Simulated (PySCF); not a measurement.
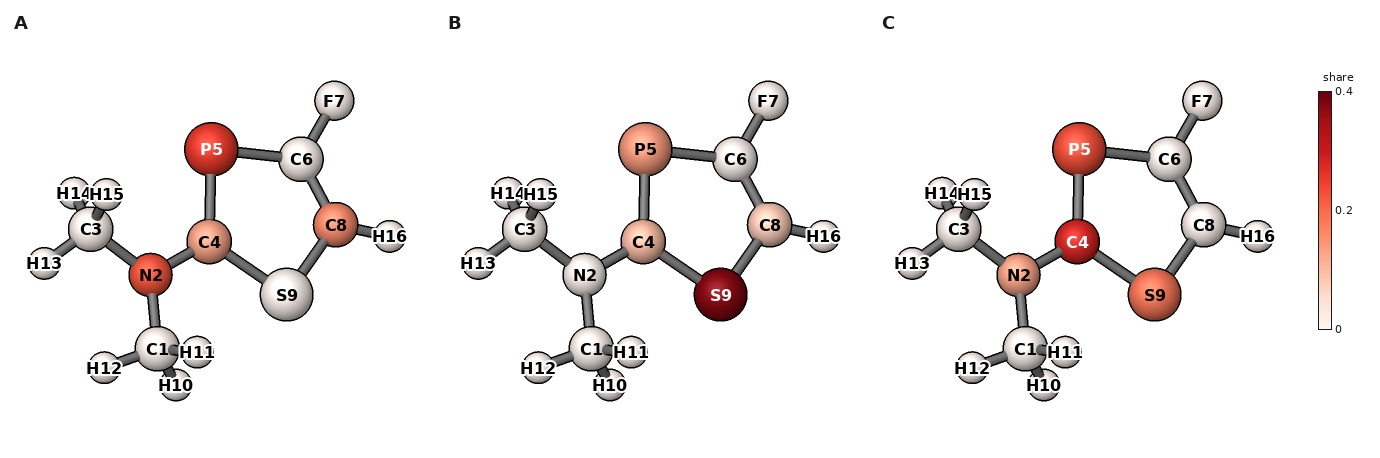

Each panel colours the atoms by their Löwdin share in one orbital (up to four of the largest shares; other atoms are shown as zero). The computed structure is the end point of a GFN2-xTB optimisation. No frequency run is at hand to confirm it as a minimum. Level of theory: B3LYP/def2-SVPD (PySCF 2.14.0).

**The panels show the HOMO, LUMO, LUMO+1, in some order. Which is which?**

A: HOMO, −5.52 eV; P5 0.25, N2 0.22, C8 0.16, C4 0.12
B: LUMO+1, −0.17 eV; S9 0.37, P5 0.14, C4 0.09, C8 0.08
C: LUMO, −0.87 eV; C4 0.28, P5 0.23, S9 0.18, N2 0.13

The geometry is semi-empirical. Around P such bond lengths and angles can be off by a tenth of an ångström or more and by several degrees, and values that hang on the shape move with them.
